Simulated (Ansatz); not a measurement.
Start from KZnF3 in the cubic perovskite structure (space group Pm-3m, No. 221; a = 4.052 Å). Axes: x, y, z lie along the cube axes.

Modification: the cell is compressed by 3.00 % along z with no lateral relaxation, atoms relaxed at fixed cell.

The values are results of PBEsol (Ansatz, a first-principles code), without spin-orbit coupling, not measurements.

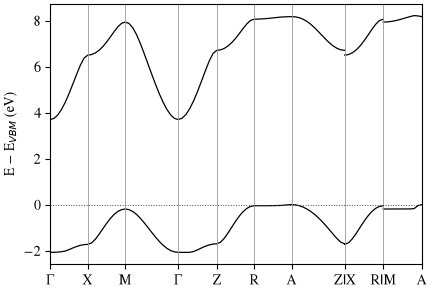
Figure: Highest valence and lowest conduction band along the path of the changed cell's own zone

Read the changed gap and its character from the plot.

About 3.7 eV, indirect, A → Γ.

The cells carry an imposed strain or load. Whether these cells are dynamically stable was not tested. Many cubic perovskites are stable only at high temperature; tilts and polar distortions were not tested. Labels are those of the standard path for the cell's own space group.
